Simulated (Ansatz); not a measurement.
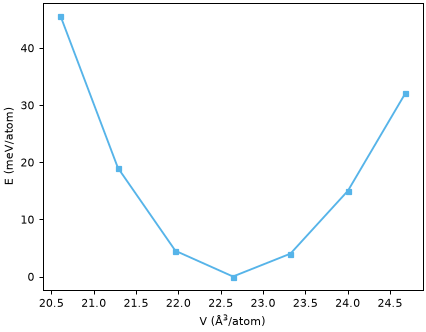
ZnCu2SnSe4 in space group I-4 (No. 82; Pearson symbol tI16) under volume change, DFT-PBEsol in the program Ansatz with PAW potentials, shape and atoms relaxed at each volume.

What does a third-order Birch–Murnaghan fit give for V₀, B₀ and B′?

V₀ = 22.64 Å³/atom, B₀ = 66.2 GPa, B′ = 4.8.

Symmetry was held in the PBEsol relaxation. No spin polarisation was allowed. Scalar-relativistic: spin–orbit coupling is off unless named, which matters more the heavier the elements.

Potentials: the later of the program's two PAW sets.
